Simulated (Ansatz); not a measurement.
# GeCF (quartet): inputs that go wrong

4 inputs are run for GeCF (quartet) as typed; the log has to tell whether the result can be used and what must change.

The runs use Ansatz 0.2.0, Gaussian basis; the settings change from run to run.

33 further runs of the same task are left out: 10 for a known fault of the program, 8 that didn't finish, 15 set aside as unsound or not needed.

## 1. What is computed

The geometry is a PBE0/def2-TZVP stationary point (not a proven minimum). No spin-orbit coupling is included. The filled d shell of Ge may be among the frozen orbitals whatever the setting's name suggests; the logs give the count.

3 atoms, charge 0, spin multiplicity 4.

Atoms are counted from 1 here; the program's logs count them from 0.

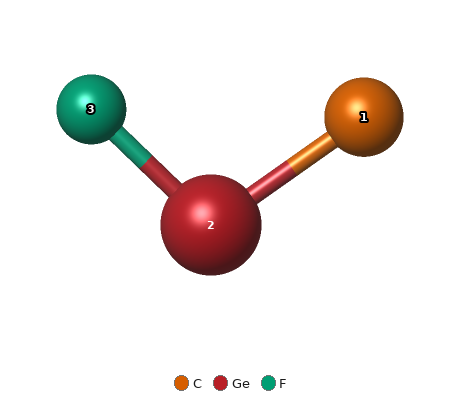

The geometry (carbon orange, germanium red, fluorine teal); atoms are numbered from 1 in the order of the file.

## 2. Input 1

File in.yaml:

```yaml
crystal:
  periodic: [false, false, false]
  atoms:
    - {symbol: C, position_ang: [0.000000, -1.003813, 1.529108]}
    - {symbol: Ge, position_ang: [0.000000, 0.345191, 0.093628]}
    - {symbol: F, position_ang: [0.000000, -0.685225, -1.324681]}
basis:
  gaussian: {orbitals: cc-pVDZ}
magnetization: {spin_polarized: false, initial_magnetization: 4}
correlation: {method: bccd_t, electrons: outside_noble_gas}
scf: {lower_state_search: off}
```

Started as:

```console
$ ansatz run in.yaml --threads 1 --pin off --events-out ev --progress --plain --max-ram 2393MiB
```

The program printed:

```text
Error: a molecule whose nuclei and cores have a total charge of 47 cannot have a net charge of 0 together with 4 unpaired electrons
```

It took 0.03 s on 1 thread of AMD EPYC 9R14, shared host.

What is wrong: The run was refused. The number of unpaired electrons doesn't fit the electron count. To mend it, make charge and initial_magnetization agree.

## 3. Input 2

File in.yaml:

```yaml
crystal:
  periodic: [false, false, false]
  atoms:
    - {symbol: C, position_ang: [0.000000, -1.003813, 1.529108]}
    - {symbol: Ge, position_ang: [0.000000, 0.345191, 0.093628]}
    - {symbol: F, position_ang: [0.000000, -0.685225, -1.324681]}
basis:
  gaussian: {orbitals: STO-3G}
magnetization: {spin_polarized: false, initial_magnetization: 3}
correlation: {active_space: {ras: {orbitals: [6, 3, 3], electrons: 35, max_holes: 2, max_particles: 2}, fixed_orbitals: true}}
```

Launched as before.

The program printed:

```text
Functional definition: HF
  name "HF"
  cite "Fock, Z. Phys. 61, 126 (1930) doi:10.1007/BF01340294"
  parent pbe
  exchange = exact_x
  correlation = 0
314 factors; integrals over basis functions are off by at most 2.8e-5 eV
mean field evaluation 1: about -59508.8450 eV, gradient 1.6e1 eV
mean field evaluation 2: about -59508.8956 eV, gradient 1.6e1 eV
mean field evaluation 4: about -59511.1843 eV, gradient 3.4e0 eV
mean field evaluation 8: about -59511.8908 eV, gradient 3.2e-1 eV
mean field evaluation 16: about -59506.0616 eV, gradient 3.7e0 eV
mean field -59511.89104700 eV, -2187.0216573686 hartree, gradient 1.0e-6 eV, S^2 3.750000; 1 other end points of the search recorded, 0 dependent functions left out
reference -59511.89104700 eV, -2187.0216573686 hartree; 25, 22 occupied and 3, 6 virtual orbitals, 314 factors
Error: 35 electrons in 12 orbitals form no window around the highest filled level of the reference
```

Run time: 0.21 s. Hardware: 1 thread of AMD EPYC 9R14, shared host.

What is wrong: The run stopped with an error. The electron count of the restricted space is wrong. To mend it, count the correlated electrons again.

## 4. Input 3

File in.yaml:

```yaml
crystal:
  periodic: [false, false, false]
  atoms:
    - {symbol: C, position_ang: [0.000000, -1.003813, 1.529108]}
    - {symbol: Ge, position_ang: [0.000000, 0.345191, 0.093628]}
    - {symbol: F, position_ang: [0.000000, -0.685225, -1.324681]}
basis:
  gaussian: {orbitals: STO-3G}
magnetization: {spin_polarized: false, initial_magnetization: 9}
correlation: {method: ccsdt, electrons: outside_noble_gas, diis_vectors: 12}
scf: {lower_state_search: off}
output: {forces: true}
```

Launched as before.

The program printed:

```text
Functional definition: HF
  name "HF"
  cite "Fock, Z. Phys. 61, 126 (1930) doi:10.1007/BF01340294"
  parent pbe
  exchange = exact_x
  correlation = 0
these checks for a lower state are left out or cut short: starts, cluster_reference, orbital_swaps, neighbouring_geometries, increment
409 factors; integrals over basis functions are off by at most 5.0e-8 eV
mean field evaluation 1: about -59475.2050 eV, gradient 2.2e1 eV
mean field evaluation 2: about -59475.4394 eV, gradient 2.2e1 eV
mean field evaluation 4: about -59487.5253 eV, gradient 1.1e1 eV
mean field evaluation 8: about -59489.6119 eV, gradient 1.7e0 eV
mean field evaluation 16: about -59489.7519 eV, gradient 7.5e-2 eV
mean field -59489.75088903 eV, -2186.2080215703 hartree, gradient 1.9e-6 eV, S^2 24.750000; 0 other end points of the search recorded, 0 dependent functions left out
16 core orbitals not correlated, not the lowest: weight in the atoms' cores, before any rotation towards them, 0.597 or more for the frozen orbitals, at most 0.462 for the correlated occupied ones
reference -59489.75088903 eV, -2186.2080215703 hartree; 12, 3 occupied and 0, 9 virtual orbitals, 409 factors
second order -0.01283949 eV of doubles, -0.00000000 eV of singles
cycle   1  -0.01529437 eV  change   -2.5e-3 eV  update   4.7e-3
cycle   2  -0.01673020 eV  change   -1.4e-3 eV  update   2.1e-3
cycle   3  -0.01671192 eV  change    1.8e-5 eV  update   2.4e-4
cycle   4  -0.01670589 eV  change    6.0e-6 eV  update   7.7e-5
cycle   5  -0.01670776 eV  change   -1.9e-6 eV  update   2.4e-5
cycle   6  -0.01670764 eV  change    1.2e-7 eV  update   4.7e-6
cycle   7  -0.01670762 eV  change    2.0e-8 eV  update   1.1e-6
cycle   8  -0.01670761 eV  change    2.8e-9 eV  update   2.1e-7
cycle   9  -0.01670761 eV  change   -1.7e-9 eV  update   6.0e-8
cycle  10  -0.01670762 eV  change   -1.3e-9 eV  update   2.4e-8
cycle  11  -0.01670762 eV  change   1.0e-10 eV  update   8.1e-9
cycle  12  -0.01670762 eV  change   2.8e-10 eV  update   3.1e-9
the calculation of the forces begins
Total energy: -59489.76759664 eV, -2186.2086355639 hartree
Atom 0 at     0.000000    -1.003813     1.529108 Å, force     0.000000   -10.321297    11.338104 eV/Å
Atom 1 at     0.000000     0.345191     0.093628 Å, force    -0.000000    18.154335    -0.091384 eV/Å
Atom 2 at     0.000000    -0.685225    -1.324681 Å, force     0.000000    -7.833038   -11.246720 eV/Å
Dipole moment:     0.000000    -0.121350    -0.328958 e Å
Checks for a lower state left out: starts, cluster_reference, orbital_swaps, neighbouring_geometries, increment
```

Wall time 0.78 s (1 thread of AMD EPYC 9R14, shared host).

**Diagnosis.** The run converged, which proves nothing about the input. Far too many unpaired electrons are asked for. Its energy belongs to the state of multiplicity 10, not to the quartet that was meant. Cure: set initial_magnetization to that of the wanted state.

## 5. Input 4

File in.yaml:

```yaml
crystal:
  periodic: [false, false, false]
  atoms:
    - {symbol: C, position_ang: [0.050000, 0.645191, 0.143628]}
    - {symbol: Ge, position_ang: [0.000000, 0.345191, 0.093628]}
    - {symbol: F, position_ang: [0.000000, -0.685225, -1.324681]}
basis:
  gaussian: {orbitals: cc-pVDZ}
magnetization: {spin_polarized: true, initial_magnetization: 3}
hamiltonian: {pseudopotentials: {relativity: scalar}}
correlation: {method: ccsd, electrons: outside_noble_gas}
```

The command is unchanged.

The program printed:

```text
Functional definition: HF
  name "HF"
  cite "Fock, Z. Phys. 61, 126 (1930) doi:10.1007/BF01340294"
  parent pbe
  exchange = exact_x
  correlation = 0
596 factors; integrals over basis functions are off by at most 3.4e-4 eV
mean field evaluation 1: about -58926.7898 eV, gradient 1.0e2 eV
mean field evaluation 2: about -58927.1542 eV, gradient 1.0e2 eV
mean field evaluation 4: about -58945.2041 eV, gradient 7.4e0 eV
mean field evaluation 8: about -58945.5718 eV, gradient 4.4e-1 eV
mean field evaluation 16: about -58945.5759 eV, gradient 1.4e-2 eV
mean field evaluation 32: about -58945.9098 eV, gradient 2.9e-2 eV
mean field evaluation 64: about -58945.5759 eV, gradient 5.1e-4 eV
mean field evaluation 96: about -58945.0908 eV, gradient 4.7e0 eV
mean field evaluation 128: about -58945.9079 eV, gradient 1.7e-1 eV
mean field evaluation 160: about -58941.7313 eV, gradient 6.2e0 eV
mean field evaluation 192: about -58944.7565 eV, gradient 8.5e-3 eV
mean field evaluation 224: about -58944.3189 eV, gradient 9.1e-4 eV
mean field evaluation 256: about -58944.5968 eV, gradient 3.6e-2 eV
mean field evaluation 288: about -58943.6005 eV, gradient 9.2e-1 eV
mean field evaluation 320: about -58943.4307 eV, gradient 1.4e-1 eV
mean field evaluation 352: about -58943.0793 eV, gradient 3.7e-2 eV
mean field evaluation 384: about -58943.3121 eV, gradient 2.7e1 eV
mean field evaluation 416: about -58944.8024 eV, gradient 2.2e-1 eV
mean field evaluation 448: about -58944.2019 eV, gradient 5.3e0 eV
mean field evaluation 480: about -58944.7219 eV, gradient 8.0e-1 eV
mean field evaluation 512: about -58943.2747 eV, gradient 8.0e0 eV
mean field evaluation 544: about -58941.9427 eV, gradient 4.0e-3 eV
mean field evaluation 576: about -58942.1106 eV, gradient 2.3e-2 eV
mean field evaluation 608: about -58941.9823 eV, gradient 5.3e0 eV
mean field evaluation 640: about -58940.5432 eV, gradient 3.3e-1 eV
mean field evaluation 672: about -58940.0817 eV, gradient 5.2e-1 eV
mean field evaluation 704: about -58945.9098 eV, gradient 4.1e-3 eV
mean field evaluation 736: about -58944.7535 eV, gradient 1.7e-1 eV
mean field evaluation 768: about -58944.3189 eV, gradient 1.4e-2 eV
mean field evaluation 800: about -58944.3983 eV, gradient 1.4e-2 eV
mean field evaluation 832: about -58944.3109 eV, gradient 5.8e-1 eV
a density is far from that of the atoms, so the factors are made again for it
681 factors; integrals over basis functions are off by at most 9.1e-5 eV
mean field evaluation 864: about -58945.5769 eV, gradient 1.4e-2 eV
mean field evaluation 896: about -58945.5769 eV, gradient 1.0e-2 eV
mean field evaluation 928: about -58945.0918 eV, gradient 4.7e0 eV
mean field evaluation 960: about -58945.7301 eV, gradient 2.6e0 eV
mean field evaluation 992: about -58941.7024 eV, gradient 1.7e1 eV
mean field evaluation 1024: about -58944.7490 eV, gradient 7.5e-1 eV
mean field evaluation 1056: about -58944.3199 eV, gradient 1.3e-2 eV
mean field evaluation 1088: about -58944.4830 eV, gradient 2.8e0 eV
mean field evaluation 1120: about -58944.3993 eV, gradient 3.7e-3 eV
mean field evaluation 1152: about -58943.4580 eV, gradient 6.4e-1 eV
mean field evaluation 1184: about -58943.0786 eV, gradient 4.4e-1 eV
mean field evaluation 1216: about -58925.0902 eV, gradient 1.0e2 eV
mean field evaluation 1248: about -58945.9108 eV, gradient 4.5e-4 eV
mean field evaluation 1280: about -58942.9585 eV, gradient 8.0e0 eV
mean field evaluation 1312: about -58944.3395 eV, gradient 1.3e0 eV
mean field evaluation 1344: about -58944.5978 eV, gradient 1.6e-2 eV
mean field evaluation 1376: about -58941.9438 eV, gradient 1.7e-2 eV
mean field evaluation 1408: about -58942.1047 eV, gradient 1.4e-1 eV
mean field evaluation 1440: about -58942.8072 eV, gradient 4.6e0 eV
mean field evaluation 1472: about -58940.6222 eV, gradient 8.8e-1 eV
mean field evaluation 1504: about -58940.0909 eV, gradient 1.4e0 eV
mean field evaluation 1536: about -58945.9105 eV, gradient 4.2e-2 eV
mean field evaluation 1568: about -58944.8101 eV, gradient 1.5e-3 eV
mean field evaluation 1600: about -58944.3195 eV, gradient 7.2e-2 eV
mean field -58945.91081146 eV, -2166.2222673478 hartree, gradient 5.4e-6 eV, S^2 3.758524; 21 other end points of the search recorded, 0 dependent functions left out
determinant -58945.91081146 eV, -2166.2222673478 hartree, with singles and doubles -58953.40776951 eV, -2166.4977754747 hartree
determinant -58945.57690699 eV, -2166.2099965848 hartree, with singles and doubles -58953.20165858 eV, -2166.4902010374 hartree
determinant -58944.81011870 eV, -2166.1818176348 hartree, with singles and doubles -58951.99307812 eV, -2166.4457865247 hartree
determinant -58944.75751984 eV, -2166.1798846625 hartree, with singles and doubles -58951.89717341 eV, -2166.4422620918 hartree
determinant -58944.59781397 eV, -2166.1740155798 hartree, with singles and doubles -58951.86732334 eV, -2166.4411651217 hartree
determinant -58944.39931272 eV, -2166.1667207936 hartree, with singles and doubles -58951.69351908 eV, -2166.4347779330 hartree
determinant -58944.31991928 eV, -2166.1638031385 hartree, with singles and doubles -58951.86089269 eV, -2166.4409287997 hartree
determinant -58943.46356850 eV, -2166.1323328279 hartree, with singles and doubles -58950.68712064 eV, -2166.3977934725 hartree
determinant -58943.42692614 eV, -2166.1309862458 hartree, with singles and doubles -58950.68117995 eV, -2166.3975751564 hartree
determinant -58943.08055869 eV, -2166.1182574768 hartree, with singles and doubles -58950.50523272 eV, -2166.3911092148 hartree
determinant -58945.91081146 eV, -2166.2222673478 hartree, with singles and doubles -58953.40856347 eV, -2166.4978046518 hartree
determinant -58945.57690699 eV, -2166.2099965848 hartree, with singles and doubles -58953.20239731 eV, -2166.4902281852 hartree
16 core orbitals not correlated: weight in the atoms' cores, before any rotation towards them, 0.085 or more for the frozen orbitals, at most 0.012 for the correlated occupied ones
reference -58945.91081146 eV, -2166.2222673478 hartree; 9, 6 occupied and 30, 33 virtual orbitals, 681 factors
second order -6.86798323 eV of doubles, -0.00000000 eV of singles
cycle   1  -7.49775083 eV  change    1.2e-6 eV  update   2.6e-6
Total energy: -58953.40856229 eV, -2166.4978046086 hartree
Relativity: scalar
```

It took 22 s on 1 thread of AMD EPYC 9R14, shared host.

Diagnosis: The run converged, which proves nothing about the input. One atom lies on top of another. The shortest distance is 0.31 Å, against 1.75 Å in the geometry of step 1. Its energy belongs to another geometry. To mend it, restore its position.

## 6. How the runs ended

| input | level | ended | cause | time |
| --- | --- | --- | --- | --- |
| 1 | BCCD(T) on ROHF/cc-pVDZ | refused | the number of unpaired electrons doesn't fit the electron count | 0.03 s |
| 2 | CISD/STO-3G | stopped by an error | the electron count of the restricted space is wrong | 0.21 s |
| 3 | CCSDT on ROHF/STO-3G | converged | far too many unpaired electrons are asked for | 0.78 s |
| 4 | CCSD on UHF/cc-pVDZ | converged | one atom lies on top of another | 22 s |

1 refused, 1 stopped by an error, 2 converged. The input that converges on a wrong geometry or spin is the dangerous one: no error points at it, so geometry and ⟨S²⟩ have to be checked.
